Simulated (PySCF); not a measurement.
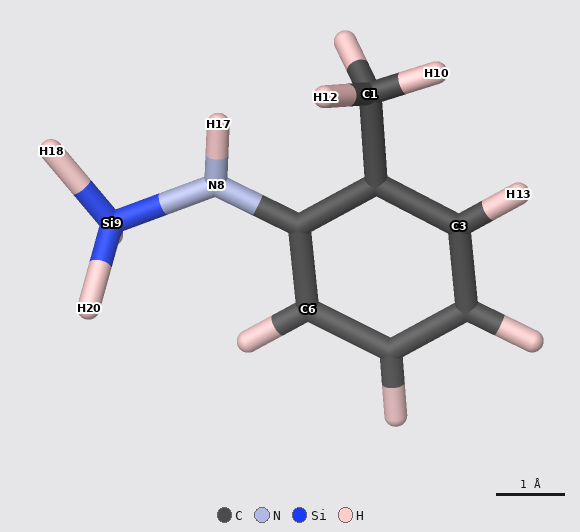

C₇H₁₁NSi, before the relaxation. The picture is a stick view, seen at a tilt.

The start comes from GFN2-xTB.

Theory: PySCF 2.14.0, density-fitted response routines, PBE0-D3(BJ)/def2-SVP geometry optimisation, gas phase.

```xyz
20

C     1.2068    2.0058   -0.3431
C     1.0484    0.5268   -0.1244
C     2.1644   -0.2910   -0.0561
C     2.0529   -1.6557    0.1463
C     0.7969   -2.2180    0.2895
C    -0.3289   -1.4216    0.2247
C    -0.2262   -0.0483    0.0147
N    -1.3632    0.7324   -0.0565
Si   -3.0186    0.2628    0.0990
H     2.2607    2.2662   -0.4033
H     0.7278    2.3177   -1.2730
H     0.7651    2.5730    0.4780
H     3.1443    0.1530   -0.1644
H     2.9384   -2.2712    0.1920
H     0.6920   -3.2808    0.4511
H    -1.3093   -1.8588    0.3368
H    -1.1606    1.7052   -0.2207
H    -3.7308    1.5297   -0.0589
H    -3.3949   -0.6889   -0.9510
H    -3.2705   -0.3279    1.4164
```

Where does the relaxation end?

H18 moves most after the best rigid fit: 0.074 Å. By element the largest moves are H 0.074 Å, N 0.035 Å, C 0.025 Å, Si 0.009 Å. Near-neighbour distances that change, for instance: Si9–H18 1.462 → 1.491 Å, Si9–H19 1.466 → 1.495 Å, N8–Si9 1.728 → 1.746 Å, C3–H13 1.081 → 1.094 Å. Bond angles that change, for instance: N8–Si9–H18 102.8° → 105.0°, H19–Si9–H20 109.8° → 107.6°. After 4 geometry steps the energy has fallen by 1.94 kcal/mol. The largest force component goes from 0.63 to 0.017 eV/Å.

Step by step:

| step | E − E(0), kcal/mol | largest force component, eV/Å |
| --- | --- | --- |
| 0 | 0.00 | 0.6258 |
| 1 | -1.91 | 0.1224 |
| 2 | -1.94 | 0.0554 |
| 3 | -1.94 | 0.0707 |
| 4 | -1.94 | 0.0171 |

Final geometry:

```xyz
20

C     1.2139    2.0094   -0.3469
C     1.0693    0.5332   -0.1260
C     2.1848   -0.3014   -0.0531
C     2.0666   -1.6752    0.1521
C     0.7974   -2.2309    0.2889
C    -0.3320   -1.4216    0.2200
C    -0.2172   -0.0383    0.0128
N    -1.3483    0.7635   -0.0567
Si   -3.0164    0.2721    0.0989
H     2.2712    2.2969   -0.4215
H     0.7184    2.3357   -1.2784
H     0.7723    2.5929    0.4801
H     3.1771    0.1459   -0.1614
H     2.9581   -2.3032    0.2043
H     0.6785   -3.3049    0.4508
H    -1.3222   -1.8738    0.3287
H    -1.1626    1.7448   -0.2161
H    -3.8049    1.5277   -0.0582
H    -3.4117   -0.7153   -0.9516
H    -3.2976   -0.3470    1.4302
```

After the run, drawn alike:

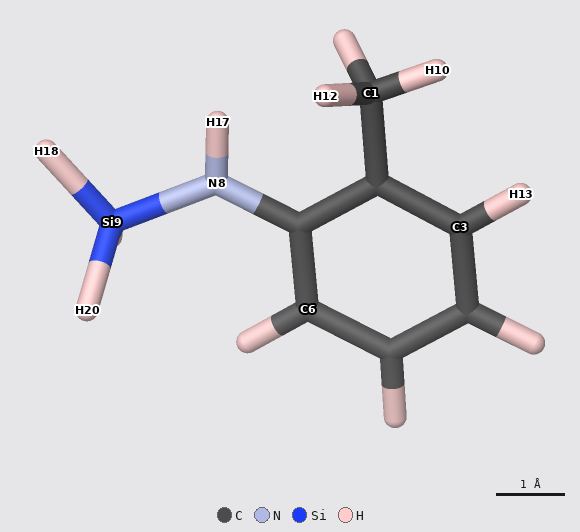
